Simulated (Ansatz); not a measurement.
## Molecular dynamics, with input and output: C5H8AlClO3

The run: molecular dynamics of C5H8AlClO3, SMILES CC1=CC(C)=[O+][Al-]([OH])([Cl])[O]1. Method and program: RKS BLYP/6-31G* (Ansatz 0.2.0).

The geometry comes from this level: PBE0-D4/def2-TZVP. Figures and captions count atoms from 1; the log counts them from 0 in places.

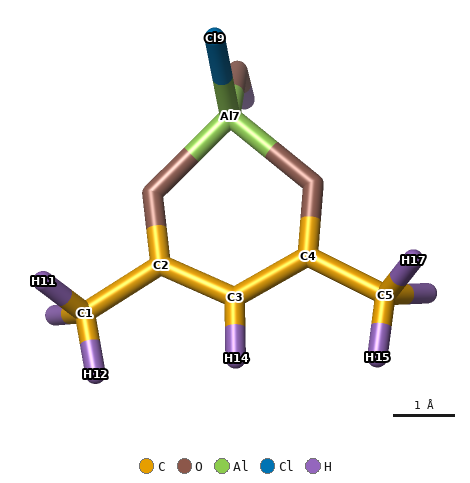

The starting structure (stick view, seen at a tilt; atoms are numbered from 1 in the order of the input). Sticks mark near contacts. Bond lengths as drawn: Al–Cl 2.11 Å, Al–O 1.69 to 1.81 Å, C–C 1.39 to 1.49 Å, C–H 1.08 to 1.09 Å, C–O 1.28 Å and H–O 0.95 Å.

**Input**
```yaml
crystal:
  periodic: [false, false, false]
  atoms:
    - {symbol: C, position_ang: [2.069800, -1.215318, -1.296243]}
    - {symbol: C, position_ang: [1.066448, -0.511257, -0.450348]}
    - {symbol: C, position_ang: [-0.208414, -0.229975, -0.940589]}
    - {symbol: C, position_ang: [-1.198023, 0.385163, -0.174400]}
    - {symbol: C, position_ang: [-2.559286, 0.617160, -0.732154]}
    - {symbol: O, position_ang: [-1.022078, 0.776652, 1.027517]}
    - {symbol: Al, position_ang: [0.555380, 0.820050, 1.916440]}
    - {symbol: O, position_ang: [0.476536, 0.143319, 3.465847]}
    - {symbol: Cl, position_ang: [1.320693, 2.782529, 1.820812]}
    - {symbol: O, position_ang: [1.456756, -0.204286, 0.725362]}
    - {symbol: H, position_ang: [2.938767, -0.564673, -1.424990]}
    - {symbol: H, position_ang: [1.672506, -1.491169, -2.270980]}
    - {symbol: H, position_ang: [2.416984, -2.108332, -0.771158]}
    - {symbol: H, position_ang: [-0.449553, -0.528385, -1.950096]}
    - {symbol: H, position_ang: [-2.668423, 0.224392, -1.741094]}
    - {symbol: H, position_ang: [-3.299404, 0.157268, -0.072999]}
    - {symbol: H, position_ang: [-2.759426, 1.691925, -0.733395]}
    - {symbol: H, position_ang: [0.153138, -0.733761, 3.654268]}
basis:
  gaussian: {orbitals: "6-31G*"}
hamiltonian: {xc: {name: BLYP}}
md: {timestep: 1 fs, n_steps: 30, ensemble: nvt_nose_hoover, temperature: 500, initial_velocities: maxwell_boltzmann, seed: 327}
```

Run on 4 CPU threads, shared host.

Command:
```bash
ansatz run in.yaml --threads 4 --pin off --events-out ev --progress --plain --max-ram 66560MiB --backend cpu
```

**Log**
```
Functional definition: BLYP
  name "BLYP"
  cite "Becke, Phys. Rev. A 38, 3098 (1988) doi:10.1103/PhysRevA.38.3098"
  cite "Lee, Yang & Parr, Phys. Rev. B 37, 785 (1988) doi:10.1103/PhysRevB.37.785"
  parameter beta = 0.0042
  parameter a = 0.04918
  parameter b = 0.132
  parameter c = 0.2533
  parameter d = 0.349
  exchange = b88_x(beta = beta)
  correlation = lyp_c(a = a, b = b, c = c, d = d)
2011 factors; their error is unknown
mean field evaluation 1: about -30556.2736 eV, gradient 1.1e2 eV
mean field evaluation 2: about -30487.8036 eV, gradient 2.0e2 eV
mean field evaluation 4: about -30577.5105 eV, gradient 8.1e0 eV
mean field evaluation 8: about -30577.6678 eV, gradient 1.8e-1 eV
mean field evaluation 16: about -30577.5440 eV, gradient 9.0e-4 eV
mean field -30577.54400272 eV, -1123.7040158961 hartree, gradient 1.8e-5 eV, S^2 0.000000; 0 other end points of the search recorded, 0 dependent functions left out
the calculation of the forces begins
reference -30577.54441681 eV, -1123.7040311138 hartree; 46, 46 occupied and 128, 128 virtual orbitals, 2011 factors
md step     0: t =     0.00 fs  T =   500.0 K  F+E_penalty+E_count = -30577.54400272 eV  E_kin = 1.034080 eV  conserved = -30576.50992272 eV  (33 SCF iters)
these checks for a lower state are left out or cut short: starts, cluster_reference, orbital_swaps, neighbouring_geometries, increment
2011 factors; their error is unknown
mean field -30577.44215355 eV, -1123.7002730083 hartree, gradient 1.4e-5 eV, S^2 0.000000; 0 other end points of the search recorded, 0 dependent functions left out
the calculation of the forces begins
reference -30577.44256679 eV, -1123.7002881945 hartree; 46, 46 occupied and 128, 128 virtual orbitals, 2011 factors
md step     1: t =     1.00 fs  T =   452.8 K  F+E_penalty+E_count = -30577.44215355 eV  E_kin = 0.936497 eV  conserved = -30576.50565888 eV  (34 SCF iters)
[... from here on the SCF iterations and repeated set-up lines of each step are left out, up to the last step ...]
md step     2: t =     2.00 fs  T =   366.4 K  F+E_penalty+E_count = -30577.25513482 eV  E_kin = 0.757803 eV  conserved = -30576.49735257 eV  (34 SCF iters)
md step     3: t =     3.00 fs  T =   293.6 K  F+E_penalty+E_count = -30577.10273091 eV  E_kin = 0.607131 eV  conserved = -30576.49567144 eV  (34 SCF iters)
md step     4: t =     4.00 fs  T =   249.5 K  F+E_penalty+E_count = -30577.01498575 eV  E_kin = 0.516074 eV  conserved = -30576.49907050 eV  (34 SCF iters)
md step     5: t =     5.00 fs  T =   214.1 K  F+E_penalty+E_count = -30576.94370775 eV  E_kin = 0.442843 eV  conserved = -30576.50114580 eV  (34 SCF iters)
md step     6: t =     6.00 fs  T =   174.0 K  F+E_penalty+E_count = -30576.85787342 eV  E_kin = 0.359801 eV  conserved = -30576.49850177 eV  (34 SCF iters)
md step     7: t =     7.00 fs  T =   148.8 K  F+E_penalty+E_count = -30576.80011567 eV  E_kin = 0.307834 eV  conserved = -30576.49287710 eV  (34 SCF iters)
md step     8: t =     8.00 fs  T =   173.4 K  F+E_penalty+E_count = -30576.85114211 eV  E_kin = 0.358628 eV  conserved = -30576.49332346 eV  (34 SCF iters)
md step     9: t =     9.00 fs  T =   244.4 K  F+E_penalty+E_count = -30577.00428168 eV  E_kin = 0.505398 eV  conserved = -30576.50002765 eV  (34 SCF iters)
md step    10: t =    10.00 fs  T =   317.5 K  F+E_penalty+E_count = -30577.16008903 eV  E_kin = 0.656633 eV  conserved = -30576.50510813 eV  (34 SCF iters)
md step    11: t =    11.00 fs  T =   356.1 K  F+E_penalty+E_count = -30577.23909799 eV  E_kin = 0.736400 eV  conserved = -30576.50501063 eV  (33 SCF iters)
md step    12: t =    12.00 fs  T =   359.4 K  F+E_penalty+E_count = -30577.24131525 eV  E_kin = 0.743291 eV  conserved = -30576.50108260 eV  (33 SCF iters)
md step    13: t =    13.00 fs  T =   351.7 K  F+E_penalty+E_count = -30577.22259703 eV  E_kin = 0.727274 eV  conserved = -30576.49916477 eV  (34 SCF iters)
md step    14: t =    14.00 fs  T =   344.6 K  F+E_penalty+E_count = -30577.20974653 eV  E_kin = 0.712618 eV  conserved = -30576.50178113 eV  (34 SCF iters)
md step    15: t =    15.00 fs  T =   325.8 K  F+E_penalty+E_count = -30577.17034232 eV  E_kin = 0.673820 eV  conserved = -30576.50199962 eV  (34 SCF iters)
md step    16: t =    16.00 fs  T =   295.4 K  F+E_penalty+E_count = -30577.10304542 eV  E_kin = 0.611030 eV  conserved = -30576.49830386 eV  (34 SCF iters)
md step    17: t =    17.00 fs  T =   272.6 K  F+E_penalty+E_count = -30577.05484002 eV  E_kin = 0.563690 eV  conserved = -30576.49822889 eV  (35 SCF iters)
md step    18: t =    18.00 fs  T =   261.0 K  F+E_penalty+E_count = -30577.03066191 eV  E_kin = 0.539716 eV  conserved = -30576.49881820 eV  (35 SCF iters)
md step    19: t =    19.00 fs  T =   259.2 K  F+E_penalty+E_count = -30577.02419946 eV  E_kin = 0.536001 eV  conserved = -30576.49689708 eV  (57 SCF iters)
md step    20: t =    20.00 fs  T =   276.5 K  F+E_penalty+E_count = -30577.05917630 eV  E_kin = 0.571766 eV  conserved = -30576.49701394 eV  (35 SCF iters)
md step    21: t =    21.00 fs  T =   310.5 K  F+E_penalty+E_count = -30577.13208188 eV  E_kin = 0.642120 eV  conserved = -30576.50061389 eV  (35 SCF iters)
md step    22: t =    22.00 fs  T =   337.6 K  F+E_penalty+E_count = -30577.19025276 eV  E_kin = 0.698281 eV  conserved = -30576.50383501 eV  (35 SCF iters)
md step    23: t =    23.00 fs  T =   336.7 K  F+E_penalty+E_count = -30577.18621102 eV  E_kin = 0.696292 eV  conserved = -30576.50308947 eV  (34 SCF iters)
md step    24: t =    24.00 fs  T =   313.2 K  F+E_penalty+E_count = -30577.13203967 eV  E_kin = 0.647659 eV  conserved = -30576.49885825 eV  (34 SCF iters)
md step    25: t =    25.00 fs  T =   294.2 K  F+E_penalty+E_count = -30577.08965295 eV  E_kin = 0.608483 eV  conserved = -30576.49691824 eV  (34 SCF iters)
md step    26: t =    26.00 fs  T =   291.5 K  F+E_penalty+E_count = -30577.08605465 eV  E_kin = 0.602860 eV  conserved = -30576.50022114 eV  (34 SCF iters)
md step    27: t =    27.00 fs  T =   286.7 K  F+E_penalty+E_count = -30577.07632637 eV  E_kin = 0.593034 eV  conserved = -30576.50163292 eV  (35 SCF iters)
md step    28: t =    28.00 fs  T =   269.8 K  F+E_penalty+E_count = -30577.03721890 eV  E_kin = 0.558060 eV  conserved = -30576.49881733 eV  (34 SCF iters)
md step    29: t =    29.00 fs  T =   257.4 K  F+E_penalty+E_count = -30577.00729999 eV  E_kin = 0.532443 eV  conserved = -30576.49581596 eV  (34 SCF iters)
these checks for a lower state are left out or cut short: starts, cluster_reference, orbital_swaps, neighbouring_geometries, increment
2011 factors; their error is unknown
mean field -30577.03212619 eV, -1123.6852047809 hartree, gradient 2.3e-5 eV, S^2 0.000000; 0 other end points of the search recorded, 0 dependent functions left out
the calculation of the forces begins
reference -30577.03255093 eV, -1123.6852203895 hartree; 46, 46 occupied and 128, 128 virtual orbitals, 2011 factors
2011 factors; their error is unknown
mean field evaluation 288: about -30577.0321 eV, gradient 4.9e-5 eV
mean field -30577.03212619 eV, -1123.6852047809 hartree, gradient 3.7e-5 eV, S^2 0.000000; 1 other end points of the search recorded, 0 dependent functions left out
the calculation of the forces begins
reference -30577.03255093 eV, -1123.6852203895 hartree; 46, 46 occupied and 128, 128 virtual orbitals, 2011 factors
md step    30: t =    30.00 fs  T =   270.2 K  F+E_penalty+E_count = -30577.03212619 eV  E_kin = 0.558769 eV  conserved = -30576.49567338 eV  (36 SCF iters)
```

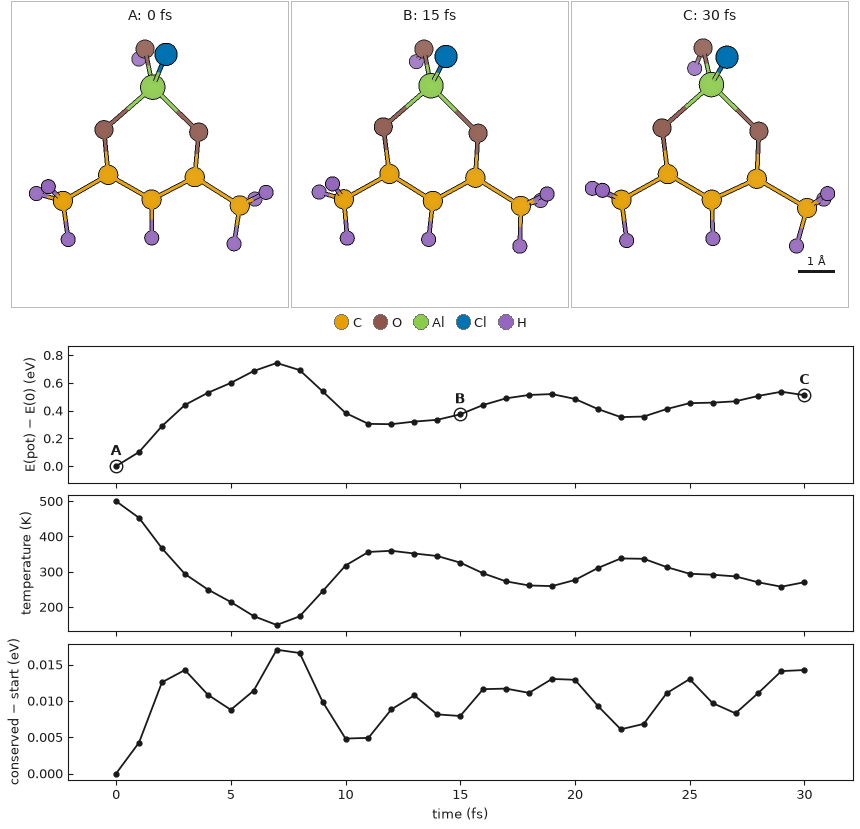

Frames of the molecular dynamics (ball-and-stick, seen at a tilt) above the curves, on which the letters mark them. The trajectory kept here has 31 frames over 30 fs. The temperature starts at 500 K, ranges from 149 to 500 K and averages 291 K over the second half. The potential energy ends 0.512 eV above its first value. The conserved quantity stays within 0.017 eV. After an unweighted best fit of the last frame on the first, the root-mean-square displacement is 0.15 Å, and H18 has moved furthest (0.25 Å).

```
Total energy: -30577.03255093 eV, -1123.6852203895 hartree
Atom 0 at     2.107105    -1.245352    -1.253122 Å, force     1.111648    -0.957750    -1.657004 eV/Å
Atom 1 at     1.098879    -0.491284    -0.441038 Å, force     0.282595    -0.015702    -0.316482 eV/Å
Atom 2 at    -0.206059    -0.234602    -0.942374 Å, force    -1.054452     0.399057     0.008190 eV/Å
Atom 3 at    -1.264366     0.376616    -0.202135 Å, force     0.440383     0.767867     1.760362 eV/Å
Atom 4 at    -2.696569     0.777133    -0.843193 Å, force     3.664718    -0.566543     0.281052 eV/Å
Atom 5 at    -1.068736     0.691539     1.110034 Å, force    -0.612432    -0.344873    -2.129468 eV/Å
Atom 6 at     0.584774     0.782919     2.008423 Å, force    -0.278824     0.748292    -1.273142 eV/Å
Atom 7 at     0.487010     0.042549     3.547780 Å, force    -0.411221    -1.729753     0.158278 eV/Å
Atom 8 at     1.303646     2.811559     1.726523 Å, force    -0.106024    -0.219013     0.325660 eV/Å
Atom 9 at     1.566978    -0.133961     0.715303 Å, force    -0.497742     0.028333     0.668820 eV/Å
Atom 10 at     3.053614    -0.691916    -1.511926 Å, force    -0.754628     0.386180     0.391366 eV/Å
Atom 11 at     1.699480    -1.545737    -2.282742 Å, force     0.364239    -0.163835     1.360559 eV/Å
Atom 12 at     2.569670    -2.100100    -0.652284 Å, force    -0.983649     0.465039    -0.664351 eV/Å
Atom 13 at    -0.460539    -0.501563    -1.977537 Å, force     0.347053    -0.098966     0.201821 eV/Å
Atom 14 at    -2.703676     0.284570    -1.829325 Å, force    -0.523601     0.319912     0.048289 eV/Å
Atom 15 at    -3.420711     0.420098    -0.156860 Å, force    -1.248427    -0.421812     0.645811 eV/Å
Atom 16 at    -2.697014     1.876723    -0.881347 Å, force    -0.212420    -0.025949    -0.220809 eV/Å
Atom 17 at     0.168679    -0.917030     3.435044 Å, force     0.472785     1.429517     0.411048 eV/Å
Dipole moment:    -0.463990    -0.946292    -1.104480 e Å
```

**Trajectory as extended XYZ (Å, eV, eV/Å), 6 of the 31 frames kept, from step=0 to step=30**
```
18
Properties=species:S:1:pos:R:3:forces:R:3 step=0 time_fs=0.0 energy=-30577.54400 temperature=500.0
C     2.0698   -1.2153   -1.2962    0.2091  -0.1388  -0.1537
C     1.0664   -0.5113   -0.4503   -0.2166  -0.3042  -0.9705
C    -0.2084   -0.2300   -0.9406   -0.0833  -0.0907  -0.3860
C    -1.1980    0.3852   -0.1744   -0.2553  -0.2935  -0.9657
C    -2.5593    0.6172   -0.7322   -0.2744   0.0545  -0.0959
O    -1.0221    0.7767    1.0275   -0.3414   0.5596   1.3105
Al    0.5554    0.8200    1.9164    0.0842   0.1728   0.1262
O     0.4765    0.1433    3.4658    0.3079   0.5856   0.6326
Cl    1.3207    2.7825    1.8208    0.2115   0.5328   0.0084
O     1.4568   -0.2043    0.7254    0.8913   0.0697   1.1592
H     2.9388   -0.5647   -1.4250    0.3237   0.1634  -0.0889
H     1.6725   -1.4912   -2.2710   -0.0838  -0.1166  -0.3395
H     2.4170   -2.1083   -0.7712    0.1602  -0.3190   0.1178
H    -0.4496   -0.5284   -1.9501   -0.0775  -0.0959  -0.3241
H    -2.6684    0.2244   -1.7411   -0.0903  -0.1143  -0.3371
H    -3.2994    0.1573   -0.0730   -0.3030  -0.1339   0.1742
H    -2.7594    1.6919   -0.7334   -0.1367   0.3442  -0.0336
H     0.1531   -0.7338    3.6543   -0.3256  -0.8756   0.1661
18
Properties=species:S:1:pos:R:3:forces:R:3 step=6 time_fs=6.0 energy=-30576.85787 temperature=174.0
C     2.0312   -1.2006   -1.2594    1.8592  -0.7161  -1.2753
C     1.0302   -0.4879   -0.4278    1.8530  -0.7359  -0.7387
C    -0.2052   -0.2224   -0.9088   -1.9135  -0.2865  -2.9800
C    -1.2311    0.3898   -0.2242    1.6907  -0.2242   2.8868
C    -2.5484    0.6375   -0.7221   -0.4220   0.2465  -1.7185
O    -1.0329    0.7362    1.0089   -0.0065   0.7102   1.1963
Al    0.5923    0.8328    1.9204   -1.1298  -0.8499   0.4564
O     0.4733    0.1153    3.4730    0.4178   1.0084   0.1560
Cl    1.3096    2.7646    1.8005    0.4456   1.2335   0.0321
O     1.4707   -0.1759    0.7279    0.8687   0.1001   1.3749
H     2.9734   -0.6056   -1.4147   -0.6714   0.3030   0.1900
H     1.7006   -1.4488   -2.3151    0.0817  -0.2695   1.1527
H     2.4936   -2.0483   -0.6700   -0.8345   0.1070  -0.6498
H    -0.4630   -0.5336   -1.9386    0.4174  -0.0058   0.3288
H    -2.4457    0.1909   -1.7449   -1.4613   0.5622   0.2553
H    -3.2941    0.1879   -0.0444   -0.1709   0.1189  -0.3951
H    -2.6019    1.7529   -0.7144   -0.6971  -0.4071  -0.3478
H     0.1661   -0.7651    3.6680   -0.3273  -0.8948   0.0759
18
Properties=species:S:1:pos:R:3:forces:R:3 step=12 time_fs=12.0 energy=-30577.24131 temperature=359.4
C     2.0359   -1.1971   -1.2456    0.5370   0.3109   0.3469
C     1.0360   -0.4822   -0.4255    0.1678   0.0224   0.2388
C    -0.2398   -0.2221   -0.9428    1.4699  -0.4523  -0.1238
C    -1.2262    0.3877   -0.2069   -0.0788  -0.2301   0.6991
C    -2.5492    0.6643   -0.7504   -1.5195   0.0986  -0.2685
O    -1.0437    0.7112    1.0178    0.3224   0.8073   1.5932
Al    0.6153    0.8353    1.9300   -1.6330  -1.2225   0.8756
O     0.4735    0.0930    3.4884   -0.3540  -1.1786   0.3921
Cl    1.3026    2.7585    1.7806    0.5005   1.5501   0.0613
O     1.5023   -0.1468    0.7555    0.1645  -0.6263  -0.8894
H     2.8840   -0.5254   -1.3643    0.5431   0.1794  -0.1807
H     1.6927   -1.5205   -2.1955   -0.5371  -0.3090  -1.2618
H     2.3843   -2.0535   -0.6944    0.4225  -0.7371   0.4630
H    -0.3958   -0.5665   -1.9402   -0.3905  -0.1318  -0.8028
H    -2.6392    0.2803   -1.7612   -0.2426  -0.1973  -0.4799
H    -3.3660    0.2436   -0.1075    0.4403   0.3118  -0.2822
H    -2.6569    1.7551   -0.7938   -0.3152   0.2562   0.0657
H     0.1551   -0.8533    3.6474    0.5026   1.5485  -0.4465
18
Properties=species:S:1:pos:R:3:forces:R:3 step=18 time_fs=18.0 energy=-30577.03066 temperature=261.0
C     2.0606   -1.1997   -1.2381   -0.1905  -1.4721  -0.8411
C     1.0507   -0.4787   -0.4200   -0.3232  -0.1385  -0.2491
C    -0.2442   -0.2359   -0.9928    1.3064  -0.0999   1.2856
C    -1.2205    0.3790   -0.1710   -1.0396  -0.1078  -2.1718
C    -2.5863    0.6992   -0.8022   -0.9028   0.5983  -0.4190
O    -1.0485    0.7026    1.0587    0.0797   0.3543   0.4698
Al    0.6185    0.8231    1.9509   -1.2453  -0.6946   0.7965
O     0.4750    0.0720    3.5068    0.1947   0.4645  -0.0372
Cl    1.3004    2.7670    1.7611    0.3391   1.1865   0.1169
O     1.5377   -0.1298    0.7674   -0.5227  -0.7399  -1.5491
H     2.8843   -0.4503   -1.3623    0.0524  -1.0036  -0.2562
H     1.6115   -1.6118   -2.2149    0.7813   0.9493   0.9138
H     2.3427   -2.1496   -0.6724    0.3801   1.1383  -0.3772
H    -0.4116   -0.5909   -2.0343   -0.1458   0.4301   0.8220
H    -2.9007    0.3504   -1.8220    1.1643  -0.2585   0.4018
H    -3.3953    0.3397   -0.1808   -0.3803  -0.3421   0.8160
H    -2.7993    1.7902   -0.8559    0.5304  -0.0460   0.2815
H     0.1707   -0.8469    3.5576   -0.0782  -0.2183  -0.0033
18
Properties=species:S:1:pos:R:3:forces:R:3 step=24 time_fs=24.0 energy=-30577.13204 temperature=313.2
C     2.0818   -1.2262   -1.2430    0.0360   1.0759   0.5199
C     1.0613   -0.4794   -0.4215    1.1459  -0.4522  -0.7027
C    -0.2144   -0.2484   -0.9993   -0.8674   1.1217   2.7207
C    -1.2401    0.3690   -0.1844   -0.1172   0.6694  -0.0973
C    -2.6511    0.7448   -0.8498    0.2243  -0.6014   2.5628
O    -1.0526    0.7010    1.1064   -0.6114  -0.4381  -2.3012
Al    0.6058    0.8022    1.9810   -0.6035   0.1717  -0.2022
O     0.4794    0.0562    3.5249    0.4865   1.1263   0.2055
Cl    1.3015    2.7869    1.7428    0.1135   0.4670   0.2170
O     1.5622   -0.1281    0.7482   -0.9966  -0.3488  -0.6639
H     2.9573   -0.6091   -1.4420    0.3201   0.4699  -0.0083
H     1.6689   -1.5119   -2.1681   -0.5353  -0.7786  -1.5087
H     2.4528   -2.0556   -0.6794    0.2537  -1.0654   0.4991
H    -0.4853   -0.5289   -2.0052    0.2676  -0.2121  -0.3251
H    -2.8530    0.3163   -1.8400    0.3119  -0.0380   0.0209
H    -3.4389    0.3830   -0.1015    0.6538   0.1781  -0.8795
H    -2.7984    1.8418   -0.8417    0.3304  -0.0937  -0.1972
H     0.1817   -0.8461    3.4726   -0.4124  -1.2516   0.1400
18
Properties=species:S:1:pos:R:3:forces:R:3 step=30 time_fs=30.0 energy=-30577.03213 temperature=270.2
C     2.1071   -1.2454   -1.2531    1.1116  -0.9577  -1.6570
C     1.0989   -0.4913   -0.4410    0.2826  -0.0157  -0.3165
C    -0.2061   -0.2346   -0.9424   -1.0545   0.3991   0.0082
C    -1.2644    0.3766   -0.2021    0.4404   0.7679   1.7604
C    -2.6966    0.7771   -0.8432    3.6647  -0.5665   0.2811
O    -1.0687    0.6915    1.1100   -0.6124  -0.3449  -2.1295
Al    0.5848    0.7829    2.0084   -0.2788   0.7483  -1.2731
O     0.4870    0.0425    3.5478   -0.4112  -1.7298   0.1583
Cl    1.3036    2.8116    1.7265   -0.1060  -0.2190   0.3257
O     1.5670   -0.1340    0.7153   -0.4977   0.0283   0.6688
H     3.0536   -0.6919   -1.5119   -0.7546   0.3862   0.3914
H     1.6995   -1.5457   -2.2827    0.3642  -0.1638   1.3606
H     2.5697   -2.1001   -0.6523   -0.9836   0.4650  -0.6644
H    -0.4605   -0.5016   -1.9775    0.3471  -0.0990   0.2018
H    -2.7037    0.2846   -1.8293   -0.5236   0.3199   0.0483
H    -3.4207    0.4201   -0.1569   -1.2484  -0.4218   0.6458
H    -2.6970    1.8767   -0.8813   -0.2124  -0.0259  -0.2208
H     0.1687   -0.9170    3.4350    0.4728   1.4295   0.4110
```

**Results in brief**

```csv
quantity,value
outcome,finished
mean temperature over the second half,291 K
trajectory,"30 steps, 30 fs"
ensemble,nvt_nose_hoover
temperature in the input,500 K
time step,1 fs
potential energy (last step),−30577.0326 eV
SCF solution under orbital rotations (last step),stable
largest force (length of the vector) (last step),3.719 eV/Å
dipole moment (last step),7.33 D
wall time,79 s (CPU time 4.9 min)
peak memory,0.32 GiB
```

**Notes**

So short a trajectory is not equilibrated. The temperature stays far from the 500 K of the thermostat over the second half: the run isn't equilibrated.
